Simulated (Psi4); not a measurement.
# HF/STO-3G run of C2H3In (SMILES C#[C][InH2])

What is the vertical electron affinity of C2H3In at HF/STO-3G? 

The calculation is run with Psi4 1.11.

## Step 1: Starting point

The species is C2H3In (6 atoms), meant as a singlet with charge 0. SMILES: `C#[C][InH2]`. The coordinates come from a PBE0-D4/def2-TZVP relaxation.

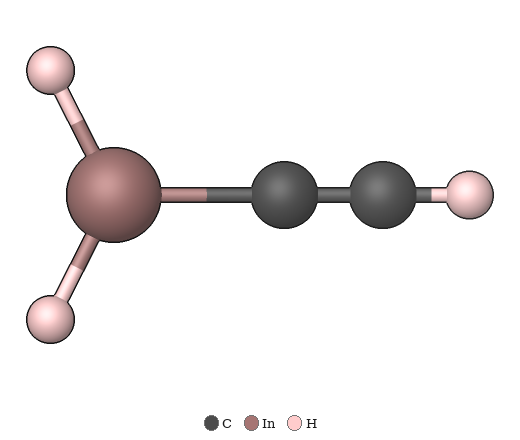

Viewed from a chosen angle; carbon dark grey, indium brown, hydrogen pink.

## Step 2: Energy and forces at HF/STO-3G

job.in reads:

```
memory 2200 MB

molecule molecule1 {
  0 1
  C     -0.186600    -1.928000     0.015100
  C     -0.070400    -0.723400     0.005900
  In     0.131900     1.363900    -0.010600
  H     -0.289000    -2.989600     0.023300
  H      0.673500     2.081500    -1.468800
  H     -0.259400     2.195500     1.435000
  symmetry c1
}

set globals {
  basis STO-3G
  puream true
  e_convergence 1e-09
  d_convergence 1e-08
  scf_type pk
}

e, wfn = gradient('hf', return_wfn=True)
oeprop(wfn, 'QUADRUPOLE', 'MULLIKEN_CHARGES', 'WIBERG_LOWDIN_INDICES')
```

On the command line:

```
$ psi4 job.in job.out -n 1
```

job.out, cut to the lines that bear on the results:

```text
[...]
  Running in c1 symmetry.
[...]
  Nuclear repulsion =  181.316548075017295
[...]
  Multiplicity = 1
[...]
  Nalpha       = 32
  Nbeta        = 32
[...]
    Number of basis functions: 40
[...]
   @RHF iter   1: -5758.83819493283409   -3.93910e+00   1.71162e-02 ADIIS/DIIS
[...]
   @RHF iter  12: -5759.34415829660793   -6.36646e-12   2.86916e-09 DIIS
[...]
    Orbital Energies [Eh]
    ---------------------
    Doubly Occupied:
       1A   -986.890606     2A   -146.026710     3A   -138.038805
       4A   -138.037210     5A   -138.037028     6A    -27.712313
       7A    -24.732264     8A    -24.727301     9A    -24.726794
      10A    -16.597965    11A    -16.597771    12A    -16.597295
      13A    -16.591918    14A    -16.591616    15A    -10.929735
      16A    -10.892338    17A     -4.246618    18A     -3.069314
      19A     -3.055381    20A     -3.054127    21A     -0.895998
      22A     -0.635283    23A     -0.572143    24A     -0.565882
      25A     -0.561959    26A     -0.561533    27A     -0.559143
      28A     -0.462957    29A     -0.353555    30A     -0.348635
      31A     -0.296395    32A     -0.285478
[...]
  @RHF Final Energy: -5759.34415829660793
   => Energetics <=
    Nuclear Repulsion Energy =            181.3165480750172947
    One-Electron Energy =               -8334.8172718831701786
    Two-Electron Energy =                2394.1565655115446134
    Total Energy =                      -5759.3441582966079295
[...]
  -Total Gradient:
     Atom            X                  Y                   Z
    ------   -----------------  -----------------  -----------------
       1       -0.008028595877    -0.083262147485     0.000626149894
       2        0.005216994690     0.054334790770    -0.000402756249
       3        0.000178931917     0.001849257405     0.000001537031
       4       -0.000091053354    -0.000981271555     0.000009833449
       5        0.010487733893     0.012911670356    -0.028523938922
       6       -0.007764011273     0.015147700267     0.028289174797
[...]
 Multipole Moments:
 ------------------------------------------------------------------------------------
     Multipole            Electronic (a.u.)      Nuclear  (a.u.)        Total (a.u.)
 ------------------------------------------------------------------------------------
 L = 1.  Multiply by 2.5417464519 to convert [e a0] to [Debye]
 Dipole X            :          0.9024777           -0.8584257            0.0440520
 Dipole Y            :          9.3304601           -8.8760786            0.4543815
 Dipole Z            :         -0.0723062            0.0689117           -0.0033945
 Magnitude           :                                                    0.4565246
 L = 2.  Multiply by 1.3450342976 to convert [e a0^2] to [Debye ang]
 Quadrupole XX       :        -27.3656611            4.6455838          -22.7200773
 Quadrupole XY       :        -32.1381283           31.7549165           -0.3832118
[...]
  Mulliken Charges: (a.u.)
   Center  Symbol    Alpha    Beta     Spin     Total
       1     C     3.08705  3.08705  0.00000 -0.17410
       2     C     3.13843  3.13843  0.00000 -0.27686
       3    IN    24.12445 24.12445  0.00000  0.75110
       4     H     0.46088  0.46088  0.00000  0.07823
       5     H     0.59460  0.59460  0.00000 -0.18919
       6     H     0.59459  0.59459  0.00000 -0.18918
   Total alpha = 32.00000, Total beta = 32.00000, Total charge =  0.00000
  Wiberg Bond Indices using Orthogonal Lowdin Orbitals:
[...]
```

Wall time 1.8 s (1 thread of Intel Xeon 6975P-C (Granite Rapids), shared host); peak memory 0.2 GiB.

## Step 3: The doublet anion at the same level

calc.in reads:

```
memory 2200 MB

molecule mol {
  -1 2
  C     -0.186600    -1.928000     0.015100
  C     -0.070400    -0.723400     0.005900
  In     0.131900     1.363900    -0.010600
  H     -0.289000    -2.989600     0.023300
  H      0.673500     2.081500    -1.468800
  H     -0.259400     2.195500     1.435000
  symmetry c1
  no_reorient
  no_com
}

set {
  basis         STO-3G
  reference     uhf
  puream        true
  e_convergence 1e-09
  d_convergence 1e-08
  scf_type      pk
  maxiter       100
}

e_tot, wfn = gradient('scf', return_wfn=True)
oeprop(wfn, 'MULLIKEN_CHARGES', 'QUADRUPOLE', 'WIBERG_LOWDIN_INDICES')
```

On the command line:

```
$ psi4 -n 1 calc.in calc.out
```

calc.out, cut to the lines that bear on the results:

```text
[...]
  Running in c1 symmetry.
[...]
  Nuclear repulsion =  181.316548075017295
[...]
  Multiplicity = 2
[...]
  Nalpha       = 33
  Nbeta        = 32
[...]
    Number of basis functions: 40
[...]
   @UHF iter   1: -5758.71236833278454   -3.81327e+00   1.55653e-02 DIIS/ADIIS
[...]
   @UHF iter  20: -5759.16884979723272   -9.09495e-12   5.72114e-09 DIIS
[...]
   @S^2 Observed:                9.534647258E-01
[...]
  @UHF Final Energy: -5759.16884979723272
   => Energetics <=
    Nuclear Repulsion Energy =            181.3165480750172947
    One-Electron Energy =               -8354.3150269274283346
    Two-Electron Energy =                2413.8296290551784296
    Total Energy =                      -5759.1688497972318146
  UHF NO Occupations:
  HONO-2 :   31  A 1.9597318
  HONO-1 :   32  A 1.9521785
  HONO-0 :   33  A 1.0000000
  LUNO+0 :   34  A 0.0478215
  LUNO+1 :   35  A 0.0402682
[...]
  -Total Gradient:
     Atom            X                  Y                   Z
    ------   -----------------  -----------------  -----------------
       1       -0.002318513783    -0.024112817985     0.000175276954
       2        0.000231872682     0.002701155282    -0.000008546787
       3       -0.000310730683    -0.003178013590     0.000034720225
       4       -0.000588550025    -0.006139080535     0.000049089140
       5        0.011126380233     0.014183728424    -0.030111827673
       6       -0.008140458514     0.016545028777     0.029861288150
[...]
 Multipole Moments:
 ------------------------------------------------------------------------------------
     Multipole            Electronic (a.u.)      Nuclear  (a.u.)        Total (a.u.)
 ------------------------------------------------------------------------------------
 L = 1.  Multiply by 2.5417464519 to convert [e a0] to [Debye]
 Dipole X            :         -9.6614947            9.5359360           -0.1255587
 Dipole Y            :        -99.9611130           98.6627900           -1.2983230
 Dipole Z            :          0.7734981           -0.7632604            0.0102378
 Magnitude           :                                                    1.3044203
 L = 2.  Multiply by 1.3450342976 to convert [e a0^2] to [Debye ang]
 Quadrupole XX       :        -33.1029401            6.0549148          -27.0480253
 Quadrupole XY       :        -47.2536056           46.3365195           -0.9170861
[...]
```

Run time: 1.8 s. Hardware: 1 thread of Intel Xeon 6975P-C (Granite Rapids), shared host; peak memory 0.19 GiB.

## Step 4: Outcome

At HF/STO-3G:

| quantity | value |
| --- | --- |
| singlet C2H3In: total energy | -5759.34416 Eh |
| singlet C2H3In: dipole moment | 1.16 D |
| singlet C2H3In: HOMO energy | -7.77 eV |
| singlet C2H3In: LUMO energy | 5.25 eV |
| singlet C2H3In: HOMO–LUMO gap | 13.02 eV |
| singlet C2H3In: largest force on an atom | 4.301 eV/Å |
| doublet anion: total energy | -5759.16885 Eh |
| doublet anion: HOMO energy (highest over α and β) | 4.39 eV |
| doublet anion: LUMO energy (lowest over α and β) | 14.15 eV |
| doublet anion: ⟨S²⟩ | 0.953 |
| doublet anion: largest force on an atom | 1.805 eV/Å |
| vertical electron affinity (to the doublet anion) | -4.770 eV |

What this shows: The anion lies 4.77 eV (110 kcal/mol) above the neutral: the electron isn't bound at this level, and such a value depends on the basis. Without diffuse functions anions come out too high. Hartree–Fock misses the correlation that binds many anions. The largest force (singlet C2H3In) is 4.30 eV/Å: too large for a shape near rest; a basis without polarisation functions on a geometry from another level can give that. In a minimal basis such a difference can be off by several eV, whatever the method. Relativity is left out (singlet C2H3In) although the molecule holds a heavy atom. ⟨S²⟩ (doublet anion) is 0.95 where a pure doublet has 0.75: the reference is spin-contaminated. Mulliken charges (doublet anion) run from -0.29 on C1 to +0.02 on In3.
